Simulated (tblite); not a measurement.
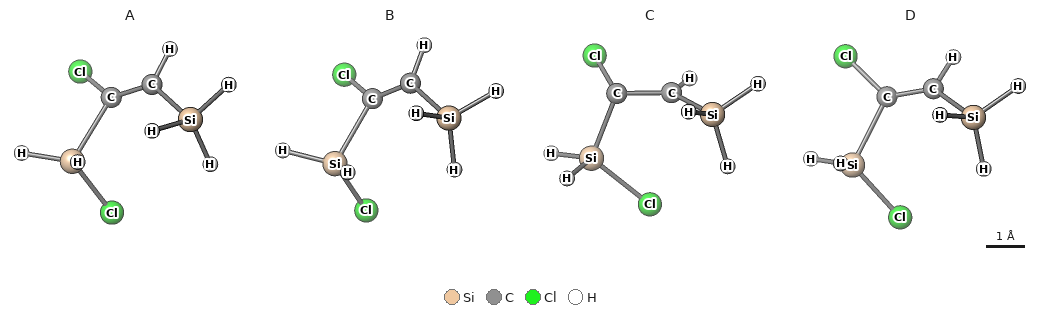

4 geometries from one relaxation of C$_{2}$H$_{6}$Cl$_{2}$Si$_{2}$ (charge +1, multiplicity 2), in shuffled order. The picture is a ball-and-stick view, seen at a tilt.

Theory: tblite, GFN2-xTB geometry optimisation, gas phase. 

**Order the frames from highest to lowest energy.**

C, D, A, B. They are steps 0, 30, 77, 147, at +1.710 eV, +0.109 eV, +0.025 eV relative to the last. The atom that moves furthest after the best rigid fit is an H atom (1.24 Å). Largest moves by element: H 1.24 Å, Cl 0.95 Å, C 0.86 Å, Si 0.18 Å. Some distances before and after: C–C 1.461 → 1.303 Å, C–Si 1.897 → 2.038 Å, Cl–Si 2.093 → 1.976 Å, C–Si 1.842 → 1.940 Å. Bond angles that change, for instance: C–C–Cl 106.6° → 132.0°, C–C–Si 111.0° → 123.0°, C–Si–H 113.0° → 101.9°. Groups turn about C–Si by about 55°. After 147 geometry steps the energy has fallen by 1.710 eV. Cost: 1 s on 1 thread of Arm Neoverse V2, with other jobs on the host.
